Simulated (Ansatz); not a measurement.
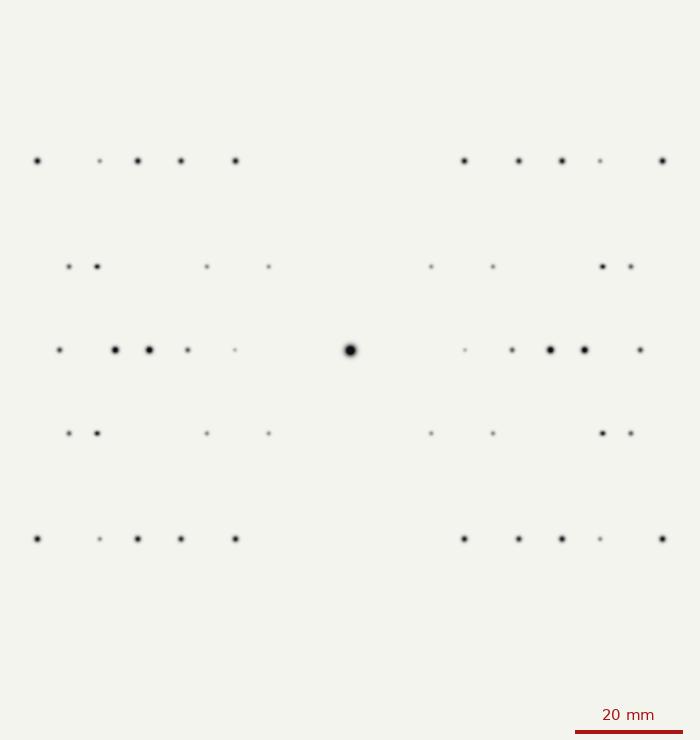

Simulated X-ray rotation photograph: Co Kα radiation (λ = 1.7902 Å), cylindrical film of radius 57.3 mm unrolled, rotation axis vertical and normal to the beam, kinematic intensities without Lorentz or polarisation factors, the film spanning ±63° about the beam; spots down to d = 1.69 Å.

What lattice repeat along the rotation axis do the layer lines give?

Answer. The first layer line lies 15.7 mm from the equator, so tan ν = 0.274, sin ν = 0.264 and the period is λ/sin ν = 6.78 Å. Further lines follow at 35.6 mm.

The crystal is ZrPbAu3, space group Amm2 (No. 38), a = 4.76 Å, b = 6.78 Å, c = 6.79 Å. Structure: the geometry relaxed (final pressure about 18 GPa) with DFT, PAW plane waves, pbe (Ansatz 0.2.0); the starting structure was generated, so it need not be a known form of this composition.

About which axis was it rotated?

Answer. About [010], whose length in the conventional cell is 6.785 Å. The period alone comes close to that of [001], [211] as well.
